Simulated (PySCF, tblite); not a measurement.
# C₂H₈O₂SSi: geometry, infrared bands and NMR shifts

Aim: predict the infrared bands and NMR shifts of C₂H₈O₂SSi (`O[SiH2]OCCS`).

The runs use tblite 0.8.0 and PySCF 2.14.0, with density-fitted response routines of our own; the level of theory stands in each step. All values are computed, except where a source is named. Atoms count from 0, in the outputs and in this text.

## Step 1: The starting structure

14 atoms, charge 0, multiplicity 1; geometry from: force field or distance geometry start.

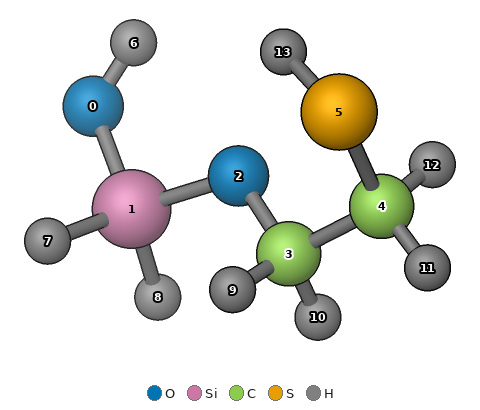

As it starts; oxygen blue, silicon pink, carbon green, sulfur amber, hydrogen grey, atoms numbered.

## Step 2: Relaxing the molecule with GFN2-xTB

The job: settings as JSON, then the geometry in Å.

```
{"job": {"kind": "relax", "xc": "GFN2-xTB", "basis": "xTB"}, "charge": 0, "multiplicity": 1}
O     -2.691300     1.554500    -0.412800
Si    -1.974700     0.174200     0.098500
O     -0.340000     0.273700    -0.234000
C      0.481600    -0.833400     0.067600
C      1.932100    -0.515400    -0.270000
S      2.600400     0.783100     0.806400
H     -2.086200     2.222200    -0.769700
H     -2.147100     0.027200     1.571500
H     -2.538400    -0.997500    -0.598900
H      0.394300    -1.109300     1.142700
H      0.165500    -1.706600    -0.526100
H      2.554900    -1.408400    -0.173400
H      1.996500    -0.151000    -1.298300
H      1.651700     1.686300     0.544400
```

Command:

```bash
OMP_NUM_THREADS=1 python probes_run.py task.json out
```

This one command runs all jobs of the session in turn.

What it wrote:

```text
step      E/eV     max force
  0    -586.75252    1.074
  1    -586.79013    0.705
  2    -586.82103    0.450
  3    -586.82744    0.222
  4    -586.83233    0.201
  5    -586.83511    0.191
  6    -586.83761    0.115
  7    -586.83861    0.071
  8    -586.83938    0.072
  9    -586.84035    0.115
 10    -586.84200    0.153
 11    -586.84423    0.166
 12    -586.84658    0.139
 13    -586.84847    0.116
 14    -586.85001    0.117
 15    -586.85154    0.112
 16    -586.85284    0.096
 17    -586.85373    0.083
 18    -586.85454    0.090
 19    -586.85558    0.095
 20    -586.85684    0.122
 21    -586.85793    0.092
 22    -586.85862    0.057
 23    -586.85914    0.057
 24    -586.85979    0.096
 25    -586.86056    0.116
 26    -586.86117    0.083
 27    -586.86159    0.059
 28    -586.86198    0.076
 29    -586.86247    0.074
 30    -586.86297    0.080
 31    -586.86333    0.049
 32    -586.86353    0.033
 33    -586.86368    0.040
 34    -586.86381    0.036
 35    -586.86391    0.024
 36    -586.86397    0.022
 37    -586.86404    0.031
 38    -586.86413    0.036
 39    -586.86422    0.026
 40    -586.86431    0.019
 41    -586.86439    0.024
 42    -586.86452    0.042
 43    -586.86472    0.062
 44    -586.86500    0.065
 45    -586.86530    0.050
 46    -586.86554    0.039
 47    -586.86572    0.033
 48    -586.86589    0.040
 49    -586.86607    0.040
 50    -586.86624    0.042
 51    -586.86635    0.038
 52    -586.86645    0.031
 53    -586.86654    0.025
 54    -586.86669    0.031
 55    -586.86678    0.032
 56    -586.86695    0.031
 57    -586.86711    0.036
 58    -586.86730    0.038
 59    -586.86747    0.025
 60    -586.86755    0.059
 61    -586.86761    0.043
 62    -586.86769    0.022
 63    -586.86781    0.033
 64    -586.86799    0.061
 65    -586.86830    0.082
 66    -586.86874    0.075
 67    -586.86933    0.100
 68    -586.86906    0.220
 69    -586.86984    0.119
 70    -586.86998    0.029
 71    -586.87011    0.028
 72    -586.87027    0.059
 73    -586.87037    0.036
 74    -586.87048    0.019
 75    -586.87050    0.014
 76    -586.87052    0.017
 77    -586.87053    0.015
 78    -586.87055    0.013
 79    -586.87056    0.007
```

It took 0.44 s on 1 thread of Arm Neoverse V1, shared host; peak memory 0.18 GiB.

Step by step: (not every step is listed)

| step | energy from step 0 (eV) | largest force (eV/Å) |
| --- | --- | --- |
| 0 | 0.0000 | 1.0740 |
| 1 | -0.0376 | 0.7048 |
| 2 | -0.0685 | 0.4495 |
| 3 | -0.0749 | 0.2223 |
| 4 | -0.0798 | 0.2013 |
| 5 | -0.0826 | 0.1909 |
| 6 | -0.0851 | 0.1153 |
| 7 | -0.0861 | 0.0712 |
| 8 | -0.0869 | 0.0716 |
| 14 | -0.0975 | 0.1170 |
| 20 | -0.1043 | 0.1223 |
| 26 | -0.1087 | 0.0828 |
| 32 | -0.1110 | 0.0327 |
| 38 | -0.1116 | 0.0360 |
| 44 | -0.1125 | 0.0655 |
| 50 | -0.1137 | 0.0422 |
| 56 | -0.1144 | 0.0306 |
| 62 | -0.1152 | 0.0221 |
| 68 | -0.1165 | 0.2198 |
| 74 | -0.1180 | 0.0187 |
| 75 | -0.1180 | 0.0145 |
| 76 | -0.1180 | 0.0168 |
| 77 | -0.1180 | 0.0153 |
| 78 | -0.1180 | 0.0128 |
| 79 | -0.1180 | 0.0073 |

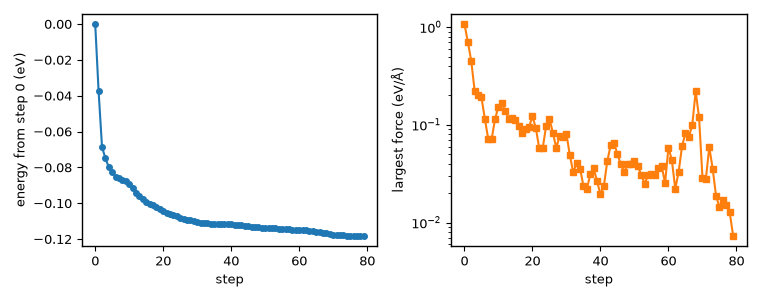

Energy and force, step by step.

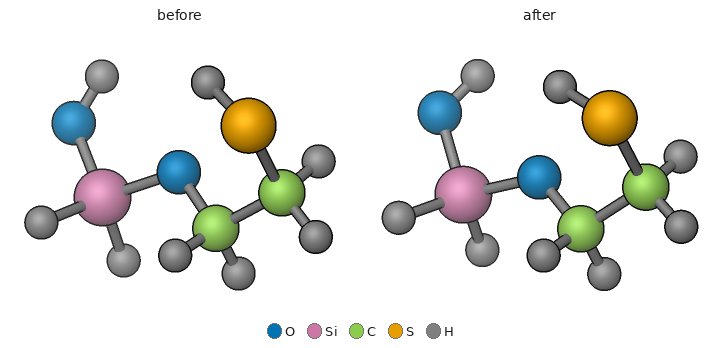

Before and after, at one scale.

Close pairs (by a distance rule), those that changed most:

| bond | before (Å) | after (Å) | change (Å) |
| --- | --- | --- | --- |
| Si1–O2 | 1.671 | 1.630 | -0.041 |
| Si1–H7 | 1.490 | 1.455 | -0.035 |
| O0–Si1 | 1.637 | 1.615 | -0.022 |
| O2–C3 | 1.411 | 1.393 | -0.018 |
| C3–H9 | 1.113 | 1.097 | -0.017 |
| O0–H6 | 0.969 | 0.954 | -0.015 |
| Si1–H8 | 1.475 | 1.464 | -0.012 |
| C4–S5 | 1.814 | 1.825 | +0.011 |

The next job starts from the end point, and lists it.

## Step 3: Vibrational analysis with GFN2-xTB

The job: settings as JSON, then the geometry in Å.

```
{"job": {"kind": "ir", "xc": "GFN2-xTB", "basis": "xTB"}, "charge": 0, "multiplicity": 1}
O     -2.433790     1.662461    -0.264393
Si    -1.970746     0.175382     0.161377
O     -0.370280     0.142600    -0.147106
C      0.518091    -0.905817     0.082262
C      1.920948    -0.478825    -0.317918
S      2.533428     0.861767     0.757868
H     -2.018750     2.117204    -0.993295
H     -2.259931     0.076043     1.584216
H     -2.633031    -0.858457    -0.635402
H      0.500858    -1.188138     1.141760
H      0.221564    -1.782570    -0.508556
H      2.622057    -1.303379    -0.205038
H      1.932457    -0.122349    -1.348074
H      1.436447     1.603606     0.640265
```

What it wrote:

```text
mode    cm-1     km/mol
  1      21.8      1.46
  2      56.3      1.24
  3     116.6      2.36
  4     145.7     14.51
  5     165.1     96.98
  6     236.4     27.84
  7     262.8     13.52
  8     303.0     63.94
  9     413.5      3.95
 10     572.7    108.15
 11     599.7     49.22
 12     685.0      4.88
 13     718.0     73.05
 14     751.2     25.45
 15     788.7    108.13
 16     816.6    166.26
 17     830.0    410.18
 18     932.3    199.85
 19     957.7     31.15
 20     986.8     29.82
 21    1031.5     30.40
 22    1134.9    126.68
 23    1176.8    101.90
 24    1218.2      2.45
 25    1267.9     21.02
 26    1345.1     11.79
 27    1427.9      1.63
 28    1477.9      0.36
 29    2236.7    351.84
 30    2321.4    183.59
 31    2453.0     84.29
 32    2887.1     57.91
 33    2921.5     37.89
 34    2986.0     14.11
 35    3021.0     10.45
 36    3662.0     22.13
```

It took 0.39 s on 1 thread of Arm Neoverse V1, shared host; peak memory 0.18 GiB.

Which atoms move in the most intense modes:

| cm⁻¹ | km/mol | atoms |
| --- | --- | --- |
| 573 | 108.2 | H7 38 %, H8 36 %, Si1 14 % |
| 789 | 108.1 | H13 24 %, O2 18 %, H8 15 %, H6 13 % |
| 817 | 166.3 | H8 48 %, H7 48 % |
| 830 | 410.2 | H6 45 %, Si1 15 %, H13 11 % |
| 932 | 199.8 | O0 52 %, Si1 38 % |
| 1135 | 126.7 | C3 28 %, O2 23 %, H12 20 %, H11 11 % |
| 2237 | 351.8 | H8 91 % |
| 2321 | 183.6 | H7 92 % |

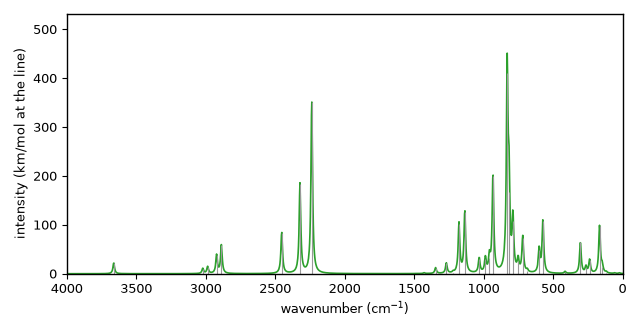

The infrared spectrum from these modes, unscaled. Lines are broadened to a width of 14 cm⁻¹ (Lorentzian).

## Step 4: NMR shieldings: PBE0/pcSseg-1

The job, as its differences from that of step 3:

```diff
@@ -1,2 +1,2 @@
-{"job": {"kind": "ir", "xc": "GFN2-xTB", "basis": "xTB"}, "charge": 0, "multiplicity": 1}
+{"job": {"kind": "nmr", "xc": "PBE0", "basis": "pcSseg-1"}, "charge": 0, "multiplicity": 1}
 O     -2.433790     1.662461    -0.264393
```

Level: GIAO PBE0/pcSseg-1 NMR shielding, non-relativistic, gas phase.

What it wrote:

```text
coarse grid: 12552 points
cycle   1  E = -918.4480101752  dE =  7.101e-01  |g| = 9.105e-01  |ddm| = 3.305e+00
cycle   2  E = -918.2690784730  dE =  1.789e-01  |g| = 1.349e+00  |ddm| = 1.688e+00
cycle   3  E = -918.5934039867  dE = -3.243e-01  |g| = 7.582e-02  |ddm| = 1.132e+00
cycle   4  E = -918.5944476457  dE = -1.044e-03  |g| = 3.458e-02  |ddm| = 1.041e-01
cycle   5  E = -918.5946727458  dE = -2.251e-04  |g| = 1.274e-02  |ddm| = 3.868e-02
cycle   6  E = -918.5946994548  dE = -2.671e-05  |g| = 2.953e-03  |ddm| = 1.000e-02
cycle   7  E = -918.5947010122  dE = -1.557e-06  |g| = 4.412e-04  |ddm| = 2.943e-03
final grid: 111480 points
cycle   8  E = -918.6523257454  dE = -2.114e-05  |g| = 9.923e-03  |ddm| = 2.053e-02
cycle   9  E = -918.6523066085  dE =  1.914e-05  |g| = 1.404e-02  |ddm| = 1.593e-02
cycle  10  E = -918.6523444545  dE = -3.785e-05  |g| = 7.197e-04  |ddm| = 9.842e-03
cycle  11  E = -918.6523445506  dE = -9.610e-08  |g| = 2.292e-04  |ddm| = 8.357e-04
cycle  12  E = -918.6523445615  dE = -1.090e-08  |g| = 7.062e-05  |ddm| = 2.660e-04
cycle  13  E = -918.6523445624  dE = -9.256e-10  |g| = 2.028e-05  |ddm| = 6.415e-05
converged SCF energy = -918.6523445624

GIAO shielding tensors (ppm)
atom      isotropic    diamagn.    paramagn.     s11        s22        s33       span
  0 O      303.236     387.935     -84.699    257.037    304.180    348.490     91.453
  1 Si     378.069     880.211    -502.143    352.804    373.326    408.075     55.271
  2 O      291.690     401.569    -109.879    244.261    295.248    335.561     91.300
  3 C      121.702     243.184    -121.482    104.903    116.501    143.702     38.800
  4 C      152.938     248.807     -95.869    138.744    151.878    168.193     29.449
  5 S      623.993    1055.446    -431.453    464.327    591.904    815.748    351.421
  6 H       29.982      32.623      -2.641     21.622     26.192     42.131     20.508
  7 H       26.900      29.678      -2.778     23.731     24.739     32.231      8.500
  8 H       26.635      29.670      -3.035     23.091     24.617     32.198      9.106
  9 H       28.057      30.280      -2.224     23.381     27.390     33.399     10.018
 10 H       27.456      30.214      -2.758     22.047     27.652     32.668     10.621
 11 H       29.567      29.096       0.472     24.136     27.719     36.847     12.711
 12 H       28.626      30.235      -1.609     23.064     27.316     35.498     12.435
 13 H       29.080      30.729      -1.649     20.234     29.666     37.341     17.107
```

Wall time 18 s (1 thread of Arm Neoverse V1, shared host); peak memory 0.72 GiB.

The references, computed at this level on geometries of the same kind, shield at (ppm): ¹H TMS 31.72, ¹³C TMS 186.9, ²⁹Si TMS 349.2, ¹⁷O H2O 336.1, ³³S CS2 504. Their shielding less the atom's gives the shift. The references are single molecules in the gas phase, so shifts against H2O, NH3, PH3, H3PO4 or CFCl3 are not on the usual liquid scales and can be off by tens of ppm. Atoms listed in one row are averaged.

| atoms | environment | σ (ppm) | δ (ppm) | δ scaled to CDCl3 |
| --- | --- | --- | --- | --- |
| C3 | sp3 CH2 bonded to O | 121.7 | 65.2 | 61.7 |
| C4 | sp3 CH2 bonded to S | 152.9 | 34.0 | 26.8 |
| H7, H8 | hydrogen on a silicon bonded to 2 O | 26.77 | 4.95 | – |
| H9, H10 | hydrogen on an sp3 CH2 bonded to O | 27.76 | 3.96 | 3.84 |
| H13 | hydrogen on a thiol sulfur | 29.08 | 2.64 | – |
| H11, H12 | hydrogen on an sp3 CH2 bonded to S | 29.10 | 2.62 | 2.58 |
| H6 | hydrogen on an oxygen bonded to Si | 29.98 | 1.74 | – |
| O2 | oxygen bonded to C, Si | 291.7 | 44.4 | – |
| O0 | oxygen bonded to Si, H | 303.2 | 32.8 | – |
| Si1 | silicon bonded to 2 O, 2 H | 378.1 | -28.9 | – |
| S5 | thiol sulfur | 624 | -120 | – |

The scaled column applies a straight-line fit of computed shieldings to shifts measured in CDCl3, with any fitted terms for Cl, Br or S neighbours (root-mean-square error 0.16 ppm for H, 1.9 ppm for C).

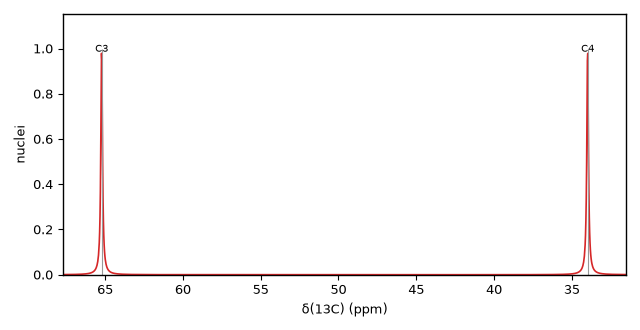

¹³C lines at the computed shifts, without couplings. Lines are broadened to a width of 0.12 ppm (Lorentzian).

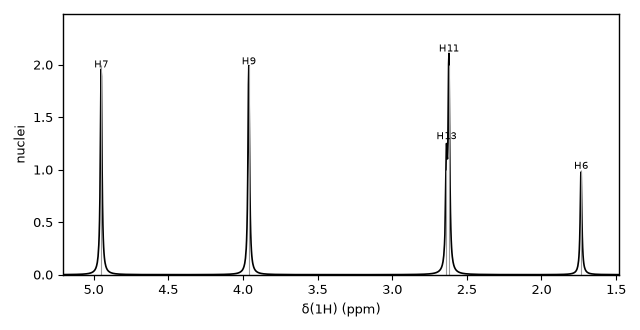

¹H lines at the computed shifts, without couplings. Lines are broadened to a width of 0.01 ppm (Lorentzian).

Charges from the same density, by scheme (e):

| atoms | Mulliken | IAO | Hirshfeld | ESP fit |
| --- | --- | --- | --- | --- |
| O0 | -0.55 | -0.79 | -0.31 | -0.69 |
| Si1 | 0.97 | 1.23 | 0.45 | 0.83 |
| O2 | -0.65 | -0.66 | -0.22 | -0.37 |
| C3 | 0.08 | -0.05 | 0.01 | 0.02 |
| C4 | -0.33 | -0.34 | -0.07 | -0.36 |
| S5 | -0.16 | -0.09 | -0.08 | -0.30 |

IAO charges:

O0 -0.79; Si1 1.23; O2 -0.66; C3 -0.05; C4 -0.34; S5 -0.09; H6 0.37; H7 -0.17; H8 -0.19; H9 0.13; H10 0.13; H11 0.16; H12 0.16; H13 0.10

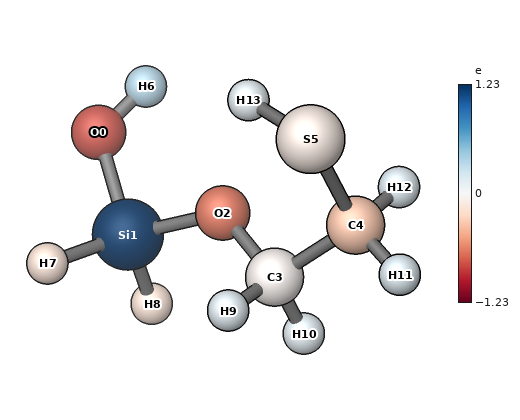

IAO charges, as colours on the atoms.

Mayer bond orders: O0–Si1 1.07, Si1–O2 0.93, O2–C3 0.90, C3–C4 1.02, C4–S5 1.02.

## Step 5: Outcome

| quantity | value |
| --- | --- |
| strongest single infrared mode (GFN2-xTB) | 830 cm⁻¹, 410 km/mol |
| zero-point energy (GFN2-xTB) | 61.4 kcal/mol |
| ¹³C shifts against TMS (PBE0/pcSseg-1) | 65.2, 34.0 ppm |
| ¹H shifts against TMS (PBE0/pcSseg-1, means over atoms taken as alike) | 4.95, 3.96, 2.64, 2.62, 1.74 ppm |
| ¹⁷O shifts against H2O (PBE0/pcSseg-1) | 44.4, 32.8 ppm |
| ²⁹Si shifts against TMS (PBE0/pcSseg-1) | -28.9 ppm |
| ³³S shifts against CS2 (PBE0/pcSseg-1) | -120 ppm |

In words: Over 79 steps the energy fell by 0.118 eV; of the close pairs, Si1–O2 changed most, 1.671 to 1.630 Å. No mode is imaginary among the 36: a minimum at this level. The strongest single mode, at 830 cm⁻¹, has its largest shares on H6, Si1 and H13 (the list is cut at 3 atoms). Unscaled tight-binding wavenumbers are off by several per cent, some by more. Its intensities can rank the bands wrongly. The most deshielded carbon is C3 (sp3 CH2 bonded to O), at 65.2 ppm: pulled downfield by the heteroatom. At PBE0/pcSseg-1: The widest tensor belongs to S5: span 351 ppm, with a paramagnetic part of -431 ppm.
